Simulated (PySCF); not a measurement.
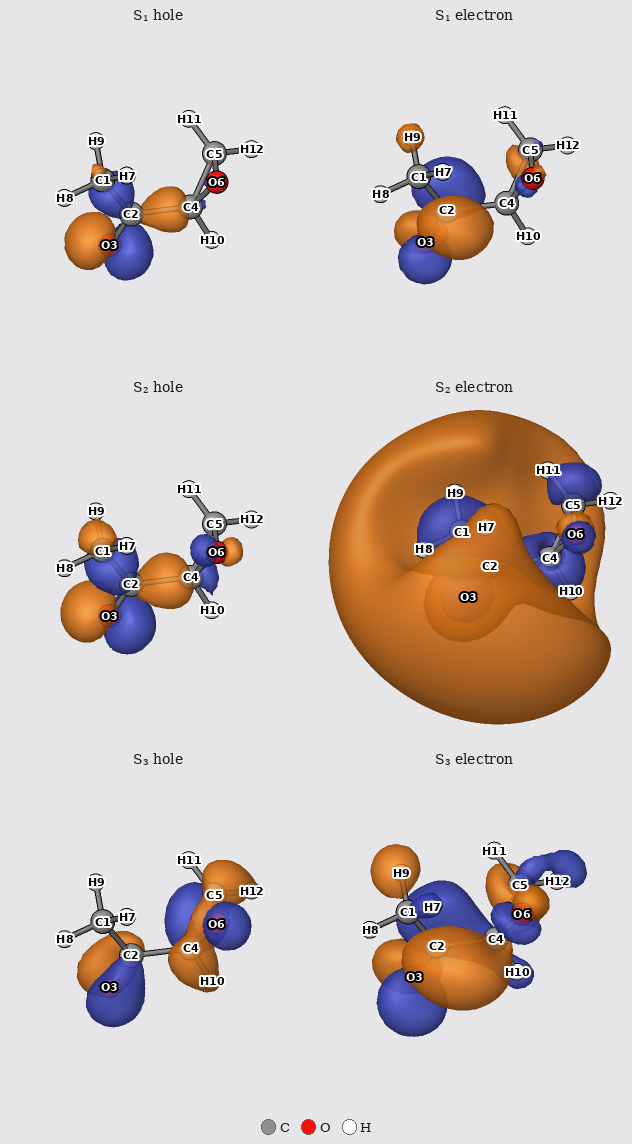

*C4H6O2, SMILES `CC(=O)C1CO1`. Leading natural transition orbitals (CIS singlet states).*

Level of theory: HF/6-311+G** (PySCF), at a geometry from GFN2-xTB. No frequency check shows the geometry to be a minimum.

Geometry (Å), atoms numbered from 1:

```
C1      -1.1151    1.2905   -0.0404
C2      -0.8785   -0.1910    0.0207
O3      -1.7488   -1.0191   -0.0760
C4       0.5516   -0.6178    0.2050
C5       1.6220   -0.0826   -0.6558
O6       1.4877    0.3109    0.6696
H7      -0.4424    1.8073    0.6391
H8      -2.1517    1.5085    0.2001
H9      -0.9172    1.6386   -1.0537
H10      0.6642   -1.6338    0.5776
H11      1.3822    0.6648   -1.4032
H12      2.4726   -0.7147   -0.8848
```

### Describe these excited states.

By state:
- S₁: 5.17 eV (240 nm), f = 0.000 (very weak); the leading pair carries 99 %; hole on O3 (63 %), C2 (13 %) and C1 and C4 (9 % each), electron on C2 (43 %), O3 (32 %) and C1 and C4 (7 % each); their centroids lie 0.5 Å apart.
- S₂: 8.88 eV (140 nm), f = 0.069, diffuse (Rydberg-like) orbital; the leading pair carries 96 %; hole on O3 (51 %), C2 (14 %) and C1 and C4 (11 % each), electron on C2 (27 %), C1 (18 %) and O3 (15 %) (atom shares of so diffuse an orbital are rough); their centroids lie 0.5 Å apart.
- S₃: 9.07 eV (137 nm), f = 0.416 (bright), partly diffuse acceptor orbital; the leading pair carries 78 %; hole on O3 (36 %), C4 and C5 (16 % each) and O6 (13 %), electron on C2 (30 %), O3 (21 %) and C4 (13 %) (atom shares of so diffuse an orbital are rough) (shares are of the whole state, not of the leading pair alone); their centroids lie 0.1 Å apart.

Run time: 5.2 min on 1 thread of Arm Neoverse V2 (shared host), peak memory 0.34 GiB.
